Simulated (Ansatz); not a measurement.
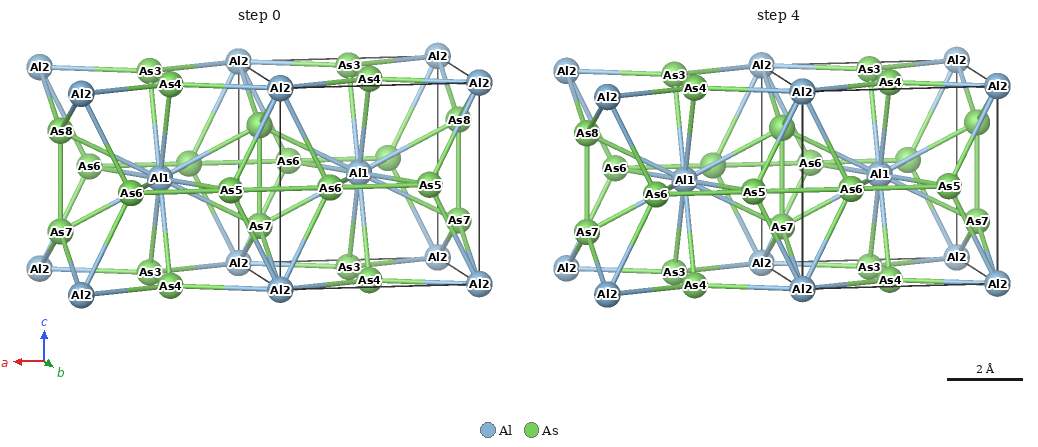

The structure of a crystal of AlAs₃ (a generated structure, set up in Pm-3n) before (left) and after (right) a relaxation, at one scale.

Style: ball-and-stick. Shown: the cell of the calculation, repeated 2 × 1 × 1 with one cell outlined, from a free direction.

Level of theory: DFT PBE, scalar-relativistic, plane waves, PAW in Ansatz.

Input file:
```yaml
crystal:
  lattice:
    - [5.43081776, 0.0, 0.0]
    - [0.0, 5.43081776, 0.0]
    - [0.0, 0.0, 5.43081776]
  atoms:
    - { symbol: Al, position: [0.5, 0.5, 0.5] }
    - { symbol: Al, position: [0.0, 0.0, 0.0] }
    - { symbol: As, position: [0.5, 0.25, 0.0] }
    - { symbol: As, position: [0.5, 0.75, 0.0] }
    - { symbol: As, position: [0.25, 0.0, 0.5] }
    - { symbol: As, position: [0.75, 0.0, 0.5] }
    - { symbol: As, position: [0.0, 0.5, 0.25] }
    - { symbol: As, position: [0.0, 0.5, 0.75] }
basis:
  ecutwfc: 420
kpoints:
  mp_grid: { grid: [8, 8, 8] }
hamiltonian:
  xc: pbe
scf:
  occupations: { method: gaussian, width: 0.1 }
output:
  forces: true
  stress: true
  eigenvalues: true
  write_density: true
  write_potential: true
  elf: true
  volumetric_format: npy
relax:
  adjacent_minimum: "off"
  f_tol: 0.01
  max_steps: 80
  cell: { stress_tol: 0.05 }
```

Command:
```bash
ansatz run input.yaml --threads 1 --pin off --max-ram 2560MiB --backend cpu --events-out ev --progress --plain --runs-dir out
```

> What changed between the two?

Over 3 accepted moves (4 points after the start) the energy falls by 15.6 meV per atom. All forces vanish by symmetry, so only the cell relaxes. Pressure: −4.02 GPa at the start and −0.03 GPa at the end. At 1 point the geometry stayed and the basis and grid were re-selected for the new cell (energy shift of 0.2 meV per atom at most each time). No atom moves by more than 0.005 Å relative to the cell. The drawn cell changes as follows: a = b = c 5.431 → 5.323 Å (−2.0 %); the volume changes by −5.8 %. Some distances before and after: Al1–As3 3.036 → 2.976 Å, As3–As4 2.715 → 2.661 Å. The space group stays Pm-3n (No. 223). The run took 120 s on 1 thread of Arm Neoverse V1, on a shared host, peak memory 0.54 GiB.
